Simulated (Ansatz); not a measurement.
# Fields on a plane of TiCo2 (cubic Laves, MgCu2 type)

```xyz
6
Lattice="0.0000 3.2766 3.2766 3.2766 0.0000 3.2766 3.2766 3.2766 0.0000" Properties=species:S:1:pos:R:3 pbc="T T T"
Ti     0.0000     0.0000     0.0000
Ti     1.6383     1.6383     1.6383
Co     4.0957     2.4574     2.4574
Co     2.4574     2.4574     4.0957
Co     2.4574     4.0957     2.4574
Co     4.0957     4.0957     4.0957
```

The slice is a {100} plane (indices of the conventional cell) through the point (0.625, 0.625, 0.625) (fractional), spanned by u = [100] and v = [0 1 -1] in vectors of this cell: u (4.63 Å) and v (4.63 Å, at 90° to u). It covers one period; positions are fractions (u, v).

Atoms on it: Co at (0.50, 0.00); Co at (0.00, 0.00). Other atoms lie within 1 Å of the plane.

Computed with PBEsol (plane waves to 420 eV, PAW, scalar-relativistic; Ansatz, an electronic-structure program). k mesh 12×12×12. These are valence fields of a PAW run, semicore shells included where kept as valence: close to a nucleus they are smooth pseudo fields. TiCo2 is run without spin polarisation. TiCo2 was relaxed with its symmetry unable to fall.

| v \ u | 0.00 | 0.11 | 0.21 | 0.32 | 0.43 | 0.54 | 0.64 | 0.75 | 0.86 | 0.96 |
|---|---|---|---|---|---|---|---|---|---|---|
| 0.96 | 1.6 | 0.8 | -0.3 | -0.1 | 1.2 | 1.5 | 0.3 | -0.3 | 0.3 | 1.5 |
| 0.86 | 0.4 | 0.0 | -0.5 | -0.4 | 0.2 | 0.3 | -0.2 | -0.5 | -0.2 | 0.3 |
| 0.75 | -0.5 | -0.6 | -0.6 | -0.6 | -0.5 | -0.5 | -0.6 | -0.6 | -0.6 | -0.5 |
| 0.64 | -0.7 | -0.6 | -0.5 | -0.5 | -0.7 | -0.7 | -0.6 | -0.5 | -0.6 | -0.7 |
| 0.54 | -0.7 | -0.6 | -0.1 | -0.2 | -0.7 | -0.7 | -0.4 | -0.1 | -0.4 | -0.7 |
| 0.43 | -0.7 | -0.6 | -0.2 | -0.3 | -0.7 | -0.7 | -0.5 | -0.2 | -0.5 | -0.7 |
| 0.32 | -0.7 | -0.6 | -0.6 | -0.6 | -0.6 | -0.7 | -0.6 | -0.6 | -0.6 | -0.7 |
| 0.21 | -0.3 | -0.5 | -0.6 | -0.5 | -0.4 | -0.4 | -0.5 | -0.6 | -0.5 | -0.4 |
| 0.11 | 0.9 | 0.3 | -0.4 | -0.3 | 0.6 | 0.8 | 0.0 | -0.4 | 0.0 | 0.8 |
| 0.00 | 1.8 | 0.9 | -0.3 | 0.0 | 1.3 | 1.6 | 0.4 | -0.3 | 0.4 | 1.6 |

Values: log₁₀ of the valence density in e/Å³. The scale is logarithmic, as a density can span decades between atoms and voids.

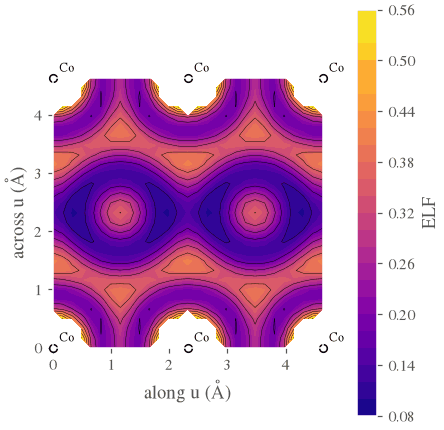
Figure: Electron localisation function (ELF), one period of the plane, atoms marked. Points within 0.5 Å of a nucleus are left white, as the pseudised field means little there.

Density on the Co–Co line (2.32 Å) at its midpoint: 0.47 e/Å³
ELF at that point: 0.28
